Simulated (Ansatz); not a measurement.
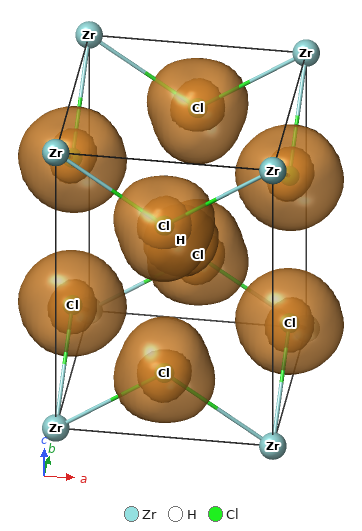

Figure. ZrHCl₄. Isosurface of the electron localisation function at 0.8 (orange), seen at an oblique angle. Core shells and regions of very low density are left out. Sticks mark near contacts.

Space group P4/mmm; a structure generated by program, which may or may not match a known phase; computed without spin polarisation.

Computed with DFT PBE, scalar-relativistic, plane waves, PAW in Ansatz.

In a PAW calculation such maps are meaningful between the atoms, not at the nuclei.

**Identify the bonds, lone pairs and shells in this picture.**

The surface consists of one region around a hydrogen nucleus and four regions wrapped around Cl (the valence shell of each), counted in one cell of 6 atoms. Regions shared between cells count once. Along the contacts the grid gives the following. Zr–Cl (2.66 Å): the ELF peaks at about 0.85 in the valence shell of Cl, 0.8 Å from its nucleus, and is about 0.35 at the midpoint. Cl–H (2.79 Å): the ELF climbs to about 1 towards the hydrogen, as it does in any bond to H.
